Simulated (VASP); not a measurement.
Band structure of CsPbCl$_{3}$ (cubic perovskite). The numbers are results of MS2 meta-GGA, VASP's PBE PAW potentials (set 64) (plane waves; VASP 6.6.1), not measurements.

Unless said otherwise, spin-orbit coupling is left out, though it shifts the bands of the heavy elements here.

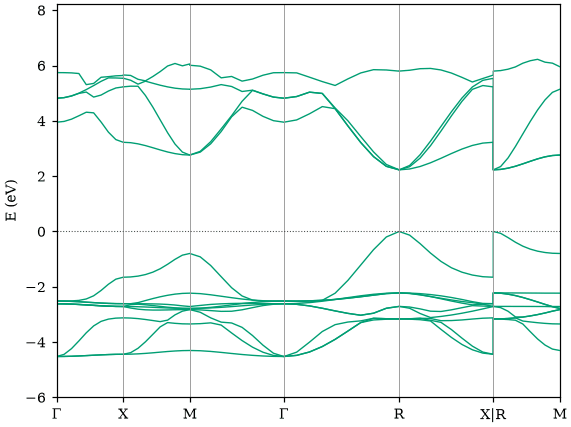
Bands along high-symmetry lines, zero at the valence-band maximum or, without a gap, the Fermi level

**Question.** Read the plot: is there a gap, and where are the band edges?

**Answer.** The gap is direct, 2.23 eV, from the valence maximum at R to the conduction minimum at R.

The compound is CsPbCl3 in the cubic perovskite structure, the ideal cubic form; the compound distorts at low or room temperature. It was relaxed first.
